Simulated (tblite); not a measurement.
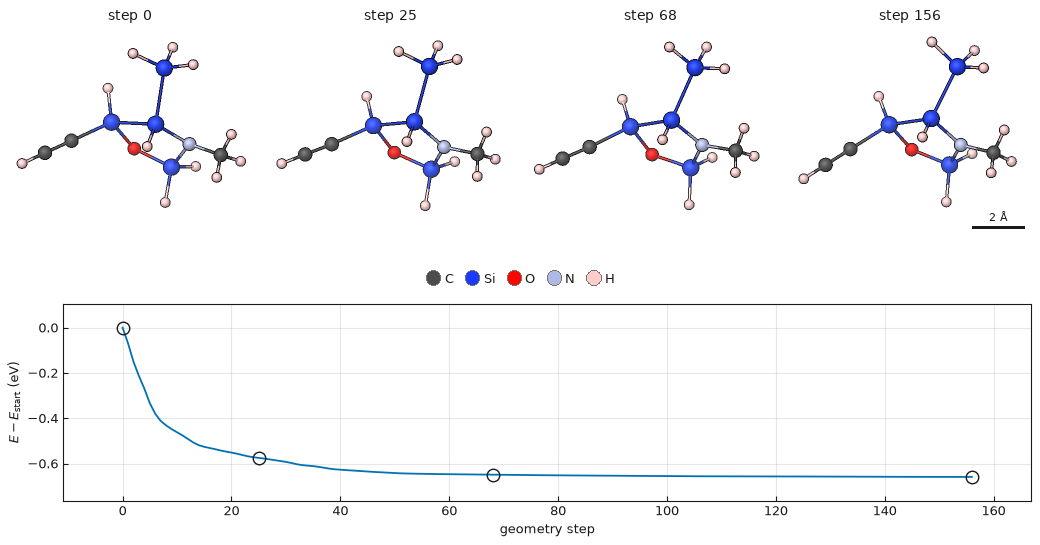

Frames of a relaxation of C$_{3}$H$_{11}$NOSi$_{4}$, marked on the history of the run. A ball-and-stick model, seen at a tilt.

Method: GFN2-xTB geometry optimisation, gas phase in tblite. 

> Describe the path.

The atom that moves furthest after the best rigid fit is an H atom (0.87 Å). Largest moves by element: H 0.87 Å, Si 0.52 Å, C 0.50 Å, N 0.37 Å, O 0.13 Å. Among the contacts that change: O–Si 1.675 → 1.623 Å, O–Si 1.681 → 1.647 Å, Si–Si 2.288 → 2.316 Å, Si–Si 2.347 → 2.321 Å. Among the angles between lasting bonds that change: Si–Si–Si 103.9° → 122.5°, Si–N–Si 107.1° → 120.4°, Si–Si–N 103.6° → 94.0°. Over 156 geometry steps the energy falls by 0.659 eV. From step 0 to 25: an H atom moves most (0.39 Å), energy −0.575 eV. From step 25 to 68: an H atom moves most (0.47 Å), energy −0.074 eV. From step 68 to 156: an H atom moves most (0.41 Å), energy −0.010 eV.

```csv
step,"E − E(0), eV"
0,0.0000
1,-0.0696
2,-0.1505
3,-0.2134
4,-0.2697
5,-0.3335
6,-0.3805
7,-0.4120
8,-0.4317
9,-0.4481
10,-0.4619
18,-0.5424
25,-0.5749
33,-0.6070
41,-0.6289
48,-0.6392
56,-0.6460
64,-0.6480
71,-0.6503
79,-0.6518
87,-0.6532
95,-0.6546
102,-0.6556
110,-0.6564
118,-0.6569
125,-0.6572
133,-0.6577
141,-0.6585
148,-0.6590
156,-0.6591
```
